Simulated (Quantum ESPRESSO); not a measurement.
# Magnetic state of MnO2 from several starts, part 2 of 3

Does MnO2 prefer parallel or opposed moments?

Quantum ESPRESSO 7.5; LDA with U = 4 eV on Mn d (ortho-atomic projectors); plane waves with GBRV 1.5 LDA potentials, no spin-orbit coupling.

So far, absolute magnetization (μB): step 2 (run 1 (ferro ++++)) 13.8.

**3. Run 2 (antiferro ++−−)**

pw.in reads:

```
&CONTROL
  calculation = 'scf'
  prefix = 'pwscf'
  outdir = './tmp'
  pseudo_dir = './pseudo'
  disk_io = 'nowf'
/
&SYSTEM
  ibrav = 0
  celldm(1) = 8
  nat = 12
  ntyp = 3
  ecutwfc = 40
  ecutrho = 280
  nbnd = 70
  occupations = 'smearing'
  smearing = 'fd'
  degauss = 0.00367493
  nspin = 2
  starting_magnetization(1) = 0.3
  starting_magnetization(2) = -0.3
  starting_magnetization(3) = 0
/
&ELECTRONS
  conv_thr = 2.4d-08
  electron_maxstep = 150
  mixing_beta = 0.3
/
ATOMIC_SPECIES
Mn1    54.9380 mn_lda_v1.5.uspp.F.UPF
Mn2    54.9380 mn_lda_v1.5.uspp.F.UPF
O      15.9990 o_lda_v1.2.uspp.F.UPF
CELL_PARAMETERS alat
   0.0000000000000    0.9495856074707    0.9495856074707
   0.9495856074707    0.0000000000000    0.9495856074707
   0.9495856074707    0.9495856074707    0.0000000000000
ATOMIC_POSITIONS crystal
Mn1     0.6250000000    0.1250000000    0.6250000000
Mn1     0.1250000000    0.6250000000    0.6250000000
Mn2     0.6250000000    0.6250000000    0.1250000000
Mn2     0.6250000000    0.6250000000    0.6250000000
O       0.8328612900    0.3890462400    0.3890462400
O       0.3890462400    0.8328612900    0.3890462400
O       0.3890462400    0.3890462400    0.3890462400
O       0.3890462400    0.3890462400    0.8328612900
O       0.8609537600    0.4171387100    0.8609537600
O       0.4171387100    0.8609537600    0.8609537600
O       0.8609537600    0.8609537600    0.4171387100
O       0.8609537600    0.8609537600    0.8609537600
K_POINTS automatic
4 4 4 0 0 0
HUBBARD {ortho-atomic}
U Mn1-3d 4.0000
U Mn2-3d 4.0000
```

Launch:

```sh
$ OMP_NUM_THREADS=1 mpirun -n 4 pw.x -nk 4 -in pw.in > pw.out
```

Log:

```text
[banner, memory and clock lines left out]
Program PWSCF v.7.5 starts

     Message from routine setup:
     using ibrav=0 with symmetry is DISCOURAGED, use correct ibrav instead

     bravais-lattice index     =            0
     lattice parameter (alat)  =       8.0000  a.u.
     unit-cell volume          =     876.8036 (a.u.)^3
     number of atoms/cell      =           12
     number of atomic types    =            3
     number of electrons       =       108.00
     number of Kohn-Sham states=           70
     kinetic-energy cutoff     =      40.0000  Ry
     charge density cutoff     =     280.0000  Ry
     scf convergence threshold =      2.4E-08
     mixing beta               =       0.3000
     number of iterations used =            8  plain     mixing
     Exchange-correlation= SLA  PZ   NOGX NOGC
                           (   1   1   0   0   0   0   0)
     Hubbard projectors: ortho-atomic
     Hubbard parameters of DFT+U (Dudarev formulation) in eV:
     U(Mn1-3d) =  4.0000
     U(Mn2-3d) =  4.0000

     Internal variables: lda_plus_u =T, lda_plus_u_kind = 0

     Internal variables: orbital_resolved =F, hub_pot_fix =F, apply_U = F

     celldm(1)=   8.000000  celldm(2)=   0.000000  celldm(3)=   0.000000
     celldm(4)=   0.000000  celldm(5)=   0.000000  celldm(6)=   0.000000

     crystal axes: (cart. coord. in units of alat)
               a(1) = (   0.000000   0.949586   0.949586 )
               a(2) = (   0.949586   0.000000   0.949586 )
               a(3) = (   0.949586   0.949586   0.000000 )

     reciprocal axes: (cart. coord. in units 2 pi/alat)
               b(1) = ( -0.526545  0.526545  0.526545 )
               b(2) = (  0.526545 -0.526545  0.526545 )
               b(3) = (  0.526545  0.526545 -0.526545 )

     PseudoPot. # 1 for Mn read from file:
     mn_lda_v1.5.uspp.F.UPF
     Pseudo is Ultrasoft + core correction, Zval = 15.0

     PseudoPot. # 2 for Mn read from file:
     mn_lda_v1.5.uspp.F.UPF
     Pseudo is Ultrasoft + core correction, Zval = 15.0

     PseudoPot. # 3 for O  read from file:
     o_lda_v1.2.uspp.F.UPF
     Pseudo is Ultrasoft + core correction, Zval =  6.0

     atomic species   valence    mass     pseudopotential
     Mn1              15.00    54.93800     Mn( 1.00)
     Mn2              15.00    54.93800     Mn( 1.00)
     O                 6.00    15.99900     O ( 1.00)

     Starting magnetic structure
     atomic species   magnetization
     Mn1             0.300
     Mn2            -0.300
     O               0.000

      8 Sym. Ops., with inversion, found ( 4 have fractional translation)

   Cartesian axes

     site n.     atom                  positions (alat units)
         1        Mn1    tau(   1) = (   0.7121892   1.1869820   0.7121892  )
         2        Mn1    tau(   2) = (   1.1869820   0.7121892   0.7121892  )
         3        Mn2    tau(   3) = (   0.7121892   0.7121892   1.1869820  )
         4        Mn2    tau(   4) = (   1.1869820   1.1869820   1.1869820  )
         5        O      tau(   5) = (   0.7388654   1.1603058   1.1603058  )
         6        O      tau(   6) = (   1.1603058   0.7388654   1.1603058  )
         7        O      tau(   7) = (   0.7388654   0.7388654   0.7388654  )
         8        O      tau(   8) = (   1.1603058   1.1603058   0.7388654  )
         9        O      tau(   9) = (   1.2136582   1.6350986   1.2136582  )
        10        O      tau(  10) = (   1.6350986   1.2136582   1.2136582  )
        11        O      tau(  11) = (   1.2136582   1.2136582   1.6350986  )
        12        O      tau(  12) = (   1.6350986   1.6350986   1.6350986  )

     number of k points=    18  Fermi-Dirac smearing, width (Ry)=  0.0037
                       cart. coord. in units 2pi/alat
        k(    1) = (   0.0000000   0.0000000   0.0000000), wk =   0.0156250
        k(    2) = (   0.1316364   0.1316364  -0.1316364), wk =   0.0625000
        k(    3) = (  -0.2632727  -0.2632727   0.2632727), wk =   0.0312500
        k(    4) = (   0.2632727   0.0000000   0.0000000), wk =   0.0625000
        k(    5) = (  -0.1316364  -0.3949091   0.3949091), wk =   0.1250000
        [... 13 further k-points ...]

     Dense  grid:    69473 G-vectors     FFT dimensions: (  60,  60,  60)

     Smooth grid:    29939 G-vectors     FFT dimensions: (  48,  48,  48)

     Check: negative core charge=   -0.000041
     Generating pointlists ...
     new r_m :   0.1855 (alat units)  1.4840 (a.u.) for type    1
     new r_m :   0.1855 (alat units)  1.4840 (a.u.) for type    2
     new r_m :   0.1855 (alat units)  1.4840 (a.u.) for type    3

     Initial potential from superposition of free atoms

     starting charge     105.9997, renormalised to     108.0000

     STARTING HUBBARD OCCUPATIONS:

     =================== HUBBARD OCCUPATIONS ===================
     ------------------------ ATOM    1 ------------------------
     Tr[ns(  1)] (up, down, total) =   5.00000  0.00000  5.00000
     Atomic magnetic moment for atom   1 =   5.00000
     [... lines left out ...]
     ------------------------ ATOM    2 ------------------------
     Tr[ns(  2)] (up, down, total) =   5.00000  0.00000  5.00000
     Atomic magnetic moment for atom   2 =   5.00000
     [... lines left out ...]
     ------------------------ ATOM    3 ------------------------
     Tr[ns(  3)] (up, down, total) =   0.00000  5.00000  5.00000
     Atomic magnetic moment for atom   3 =  -5.00000
     [... lines left out ...]
     ------------------------ ATOM    4 ------------------------
     Tr[ns(  4)] (up, down, total) =   0.00000  5.00000  5.00000
     Atomic magnetic moment for atom   4 =  -5.00000
     [... lines left out ...]
     Number of occupied Hubbard levels =   20.0000

     Atomic wfc used for Hubbard projectors are orthogonalized

     Starting wfcs are   84 randomized atomic wfcs

     Self-consistent Calculation

     iteration #  1     ecut=    40.00 Ry     beta= 0.30
     Davidson diagonalization with overlap
     ethr =  1.00E-02,  avg # of iterations =  2.4

     =================== HUBBARD OCCUPATIONS ===================
     ------------------------ ATOM    1 ------------------------
     Tr[ns(  1)] (up, down, total) =   3.61323  0.38206  3.99529
     Atomic magnetic moment for atom   1 =   3.23117
     [... lines left out ...]
     ------------------------ ATOM    2 ------------------------
     Tr[ns(  2)] (up, down, total) =   3.61323  0.38206  3.99529
     Atomic magnetic moment for atom   2 =   3.23117
     [... lines left out ...]
     ------------------------ ATOM    3 ------------------------
     Tr[ns(  3)] (up, down, total) =   0.38208  3.61320  3.99529
     Atomic magnetic moment for atom   3 =  -3.23112
     [... lines left out ...]
     ------------------------ ATOM    4 ------------------------
     Tr[ns(  4)] (up, down, total) =   0.38208  3.61320  3.99529
     Atomic magnetic moment for atom   4 =  -3.23112
     [... lines left out ...]
     Number of occupied Hubbard levels =   15.9812

     total energy              =   -1100.50683452 Ry
     estimated scf accuracy    <       8.48865036 Ry

     total magnetization       =     0.00 Bohr mag/cell
     absolute magnetization    =    13.66 Bohr mag/cell

     iteration #  2     ecut=    40.00 Ry     beta= 0.30
     Davidson diagonalization with overlap
     ethr =  7.86E-03,  avg # of iterations =  2.0

     total energy              =   -1102.05794409 Ry
     estimated scf accuracy    <       2.22592402 Ry

     total magnetization       =     0.00 Bohr mag/cell
     absolute magnetization    =    14.05 Bohr mag/cell

     [... further iterations left out ...]

     iteration # 14     ecut=    40.00 Ry     beta= 0.30
     Davidson diagonalization with overlap
     ethr =  1.69E-10,  avg # of iterations =  2.0

     total energy              =   -1102.48392746 Ry
     estimated scf accuracy    <       0.00000003 Ry

     total magnetization       =    -0.00 Bohr mag/cell
     absolute magnetization    =    13.51 Bohr mag/cell

     iteration # 15     ecut=    40.00 Ry     beta= 0.30
     Davidson diagonalization with overlap
     ethr =  3.01E-11,  avg # of iterations =  2.0

     Magnetic moment per site  (integrated on atomic sphere of radius R)
     atom   1 (R=0.186)  charge= 11.7246  magn=  2.6768
     atom   2 (R=0.186)  charge= 11.7246  magn=  2.6768
     atom   3 (R=0.186)  charge= 11.7246  magn= -2.6768
     atom   4 (R=0.186)  charge= 11.7246  magn= -2.6768
     atom   5 (R=0.186)  charge=  5.2271  magn=  0.0315
     atom   6 (R=0.186)  charge=  5.2271  magn=  0.0315
     atom   7 (R=0.186)  charge=  5.2271  magn= -0.0315
     atom   8 (R=0.186)  charge=  5.2271  magn= -0.0315
     atom   9 (R=0.186)  charge=  5.2271  magn=  0.0315
     atom  10 (R=0.186)  charge=  5.2271  magn=  0.0315
     atom  11 (R=0.186)  charge=  5.2271  magn= -0.0315
     atom  12 (R=0.186)  charge=  5.2271  magn= -0.0315

     End of self-consistent calculation

     =================== HUBBARD OCCUPATIONS ===================
     ------------------------ ATOM    1 ------------------------
     Tr[ns(  1)] (up, down, total) =   4.07526  0.99948  5.07474
     Atomic magnetic moment for atom   1 =   3.07578
     [... lines left out ...]
     ------------------------ ATOM    2 ------------------------
     Tr[ns(  2)] (up, down, total) =   4.07526  0.99948  5.07474
     Atomic magnetic moment for atom   2 =   3.07578
     [... lines left out ...]
     ------------------------ ATOM    3 ------------------------
     Tr[ns(  3)] (up, down, total) =   0.99948  4.07525  5.07473
     Atomic magnetic moment for atom   3 =  -3.07578
     [... lines left out ...]
     ------------------------ ATOM    4 ------------------------
     Tr[ns(  4)] (up, down, total) =   0.99948  4.07525  5.07473
     Atomic magnetic moment for atom   4 =  -3.07578
     [... lines left out ...]
     Number of occupied Hubbard levels =   20.2989

     [... lines left out ...]
     the Fermi energy is     7.6695 ev

!    total energy              =   -1102.48392747 Ry
     estimated scf accuracy    <          5.6E-09 Ry
     smearing contrib. (-TS)   =      -0.00000000 Ry
     internal energy E=F+TS    =   -1102.48392747 Ry

     The total energy is F=E-TS. E is the sum of the following terms:
     one-electron contribution =    -774.65267292 Ry
     hartree contribution      =     430.37025325 Ry
     xc contribution           =    -161.89697779 Ry
     ewald contribution        =    -597.04272848 Ry
     Hubbard energy            =       0.73819848 Ry

     total magnetization       =     0.00 Bohr mag/cell
     absolute magnetization    =    13.51 Bohr mag/cell

     convergence has been achieved in  15 iterations
```

Elapsed: 64 s, on 4 MPI ranks of Intel Xeon Platinum 8488C (Sapphire Rapids), shared host; peak memory 0.93 GiB; 4.3 min of CPU time.

Spin moment in the atom's sphere by atom:

```tsv
atom	spin moment in the atom's sphere (μB)
Mn1	2.68
Mn2	2.68
Mn3	-2.68
Mn4	-2.68
O5	0.03
O6	0.03
O7	-0.03
O8	-0.03
O9	0.03
O10	0.03
O11	-0.03
O12	-0.03
```

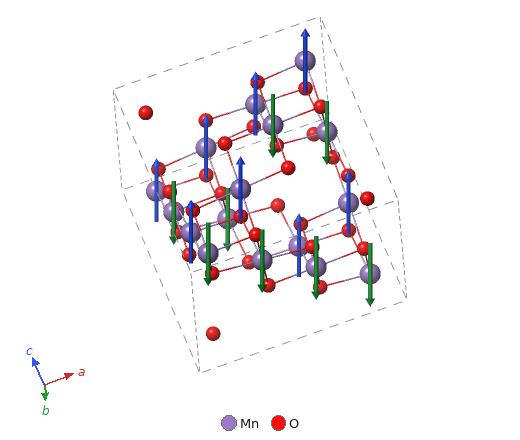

Spin moment in the atom's sphere as arrows, the longest 2.68 μB. Up and down stand for the sign. Arrows give size and sign along the axis of quantisation, drawn up and down the page. The two directions have two colours. Bonds to atoms that aren't drawn are left out.

Numbers from this step:

```
smearing term TS       : 2.02e-9 eV
magnetization          : 0 μB
absolute magnetization : 13.51 μB
final state            : antiferromagnetic
```

**4. Start 3: ferri +++−**

Edit pw.in of step 3 so:

```diff
@@ -14,3 +14,3 @@
   ecutrho = 280
-  nbnd = 70
+  nbnd = 74
   occupations = 'smearing'
@@ -39,3 +39,3 @@
 Mn1     0.1250000000    0.6250000000    0.6250000000
-Mn2     0.6250000000    0.6250000000    0.1250000000
+Mn1     0.6250000000    0.6250000000    0.1250000000
 Mn2     0.6250000000    0.6250000000    0.6250000000
```

Log:

```text
     [... lines left out ...]
Program PWSCF v.7.5 starts
     [... lines left out ...]
     number of atoms/cell      =           12
     [... lines left out ...]
     number of electrons       =       108.00
     number of Kohn-Sham states=           74
     kinetic-energy cutoff     =      40.0000  Ry
     charge density cutoff     =     280.0000  Ry
     scf convergence threshold =      2.4E-08
     [... lines left out ...]
     12 Sym. Ops., with inversion, found ( 6 have fractional translation)
     [... lines left out ...]
     number of k points=    13  Fermi-Dirac smearing, width (Ry)=  0.0037
     [... lines left out ...]
     iteration # 15     ecut=    40.00 Ry     beta= 0.30
     [... lines left out ...]
     Magnetic moment per site  (integrated on atomic sphere of radius R)
     atom   1 (R=0.186)  charge= 11.7256  magn=  2.7243
     atom   2 (R=0.186)  charge= 11.7256  magn=  2.7243
     atom   3 (R=0.186)  charge= 11.7256  magn=  2.7243
     atom   4 (R=0.186)  charge= 11.7235  magn= -2.6264
     atom   5 (R=0.186)  charge=  5.2276  magn= -0.0313
     atom   6 (R=0.186)  charge=  5.2276  magn= -0.0313
     atom   7 (R=0.186)  charge=  5.2251  magn= -0.0989
     atom   8 (R=0.186)  charge=  5.2276  magn= -0.0313
     atom   9 (R=0.186)  charge=  5.2276  magn= -0.0313
     atom  10 (R=0.186)  charge=  5.2276  magn= -0.0313
     atom  11 (R=0.186)  charge=  5.2276  magn= -0.0313
     atom  12 (R=0.186)  charge=  5.2251  magn= -0.0989
     [... lines left out ...]
     Tr[ns(  1)] (up, down, total) =   4.09910  0.97226  5.07136
     [... lines left out ...]
     Tr[ns(  2)] (up, down, total) =   4.09910  0.97226  5.07136
     [... lines left out ...]
     Tr[ns(  3)] (up, down, total) =   4.09910  0.97226  5.07136
     [... lines left out ...]
     Tr[ns(  4)] (up, down, total) =   1.02838  4.04947  5.07785
     [... lines left out ...]
     the Fermi energy is     7.6957 ev
!    total energy              =   -1102.48827649 Ry
     estimated scf accuracy    <          9.6E-09 Ry
     smearing contrib. (-TS)   =      -0.00000000 Ry
     [... lines left out ...]
     total magnetization       =     6.00 Bohr mag/cell
     absolute magnetization    =    13.57 Bohr mag/cell
     convergence has been achieved in  15 iterations
```

It took 54 s on 4 MPI ranks; peak memory 0.89 GiB; 3.6 min of CPU time.

Spin moment in the atom's sphere by atom:

```tsv
atom	spin moment in the atom's sphere (μB)
Mn1	2.72
Mn2	2.72
Mn3	2.72
Mn4	-2.63
O5	-0.03
O6	-0.03
O7	-0.10
O8	-0.03
O9	-0.03
O10	-0.03
O11	-0.03
O12	-0.10
```

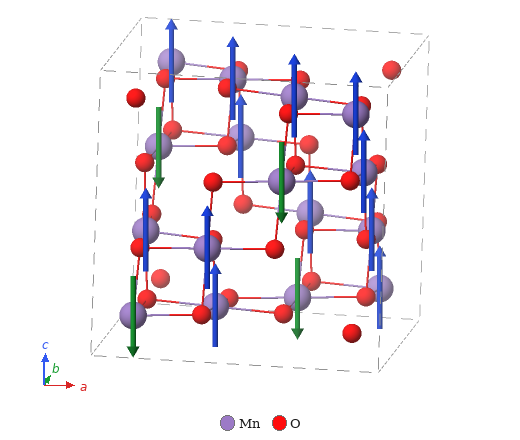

Spin moment in the atom's sphere as arrows, the longest 2.72 μB. Up and down stand for the sign. Arrows give size and sign along the axis of quantisation, drawn up and down the page. The two directions have two colours. Bonds to atoms that aren't drawn are left out.

Numbers from this step:

```
smearing term TS       : 2.97e-9 eV
magnetization          : 6 μB
absolute magnetization : 13.57 μB
final state            : ferrimagnetic
```

**5. The states side by side**

An order is kept where moments of 0.15 μB or more survive with the typed signs; meshes match where a doubled cell samples the same k points as the first cell.

Ferrimagnetic means that a moment over 0.15 μB on a transition or rare-earth metal, induced ones included, opposes the net moment. Orders:

```tsv
start	final state	typed order kept	energy over the lowest (meV a seeded atom)	largest site moment (μB)	net moment (μB a cell of the first run)	mesh matched	CPU time (s)
ferro ++++	ferromagnetic	yes	0	2.769	12	yes	130.6
antiferro ++--	antiferromagnetic	yes	57.65	2.677	0	yes	255.9
ferri +++-	ferrimagnetic	yes	42.86	2.724	6	yes	216.6
```

**6. The lowest state again, with its states saved**

pw.in reads:

```
&CONTROL
  calculation = 'scf'
  prefix = 'pwscf'
  outdir = './tmp'
  pseudo_dir = './pseudo'
  disk_io = 'low'
/
&SYSTEM
  ibrav = 0
  celldm(1) = 8
  nat = 12
  ntyp = 2
  ecutwfc = 40
  ecutrho = 280
  nbnd = 83
  occupations = 'smearing'
  smearing = 'fd'
  degauss = 0.00367493
  nspin = 2
  starting_magnetization(1) = 0.3
  starting_magnetization(2) = 0
/
&ELECTRONS
  conv_thr = 2.4d-08
  electron_maxstep = 150
  mixing_beta = 0.3
/
ATOMIC_SPECIES
Mn     54.9380 mn_lda_v1.5.uspp.F.UPF
O      15.9990 o_lda_v1.2.uspp.F.UPF
CELL_PARAMETERS alat
   0.0000000000000    0.9495856074707    0.9495856074707
   0.9495856074707    0.0000000000000    0.9495856074707
   0.9495856074707    0.9495856074707    0.0000000000000
ATOMIC_POSITIONS crystal
Mn      0.6250000000    0.1250000000    0.6250000000
Mn      0.1250000000    0.6250000000    0.6250000000
Mn      0.6250000000    0.6250000000    0.1250000000
Mn      0.6250000000    0.6250000000    0.6250000000
O       0.8328612900    0.3890462400    0.3890462400
O       0.3890462400    0.8328612900    0.3890462400
O       0.3890462400    0.3890462400    0.3890462400
O       0.3890462400    0.3890462400    0.8328612900
O       0.8609537600    0.4171387100    0.8609537600
O       0.4171387100    0.8609537600    0.8609537600
O       0.8609537600    0.8609537600    0.4171387100
O       0.8609537600    0.8609537600    0.8609537600
K_POINTS automatic
4 4 4 0 0 0
HUBBARD {ortho-atomic}
U Mn-3d 4.0000
```

Log:

```text
     [... lines left out ...]
Program PWSCF v.7.5 starts
     [... lines left out ...]
     number of atoms/cell      =           12
     [... lines left out ...]
     number of electrons       =       108.00
     number of Kohn-Sham states=           83
     kinetic-energy cutoff     =      40.0000  Ry
     charge density cutoff     =     280.0000  Ry
     scf convergence threshold =      2.4E-08
     [... lines left out ...]
     48 Sym. Ops., with inversion, found (24 have fractional translation)
     [... lines left out ...]
     number of k points=     8  Fermi-Dirac smearing, width (Ry)=  0.0037
     [... lines left out ...]
     iteration # 14     ecut=    40.00 Ry     beta= 0.30
     [... lines left out ...]
     Magnetic moment per site  (integrated on atomic sphere of radius R)
     atom   1 (R=0.186)  charge= 11.7262  magn=  2.7693
     atom   2 (R=0.186)  charge= 11.7262  magn=  2.7693
     atom   3 (R=0.186)  charge= 11.7262  magn=  2.7693
     atom   4 (R=0.186)  charge= 11.7262  magn=  2.7693
     atom   5 (R=0.186)  charge=  5.2267  magn= -0.0947
     atom   6 (R=0.186)  charge=  5.2267  magn= -0.0947
     atom   7 (R=0.186)  charge=  5.2267  magn= -0.0947
     atom   8 (R=0.186)  charge=  5.2267  magn= -0.0947
     atom   9 (R=0.186)  charge=  5.2267  magn= -0.0947
     atom  10 (R=0.186)  charge=  5.2267  magn= -0.0947
     atom  11 (R=0.186)  charge=  5.2267  magn= -0.0947
     atom  12 (R=0.186)  charge=  5.2267  magn= -0.0947
     [... lines left out ...]
     Tr[ns(  1)] (up, down, total) =   4.12083  0.94615  5.06698
     [... lines left out ...]
     Tr[ns(  2)] (up, down, total) =   4.12083  0.94615  5.06698
     [... lines left out ...]
     Tr[ns(  3)] (up, down, total) =   4.12083  0.94615  5.06698
     [... lines left out ...]
     Tr[ns(  4)] (up, down, total) =   4.12083  0.94615  5.06698
     [... lines left out ...]
     the Fermi energy is     7.7453 ev
!    total energy              =   -1102.50087652 Ry
     estimated scf accuracy    <          5.7E-09 Ry
     smearing contrib. (-TS)   =      -0.00000000 Ry
     [... lines left out ...]
     total magnetization       =    12.00 Bohr mag/cell
     absolute magnetization    =    13.76 Bohr mag/cell
     convergence has been achieved in  14 iterations
```

The job ended after 34 s (4 MPI ranks; peak memory 0.66 GiB; 2.3 min of CPU time).

Numbers from this step:

* smearing term TS: 3.90e-9 eV
* magnetization: 12 μB
* absolute magnetization: 13.76 μB
* final state: ferromagnetic
* largest moment: 2.769 μB

(Continued in part 3 of 3.)

[Logs and program files are shortened in this print: banners, set-up blocks, solver, clock and traceback lines can be left out without a mark of their own.]

[Logs are printed without paths, hosts, clocks, repeated set-up lines and the standing remarks that a program may print on its own settings, such as how far it seeks lower states.]

[Hosts, paths, dates, database ids (printed as entryN), source tags and the programs' standing remarks are cut or masked in the printed files.]

[Where a cell is said to come from a database of computed structures, the database is the Materials Project.]
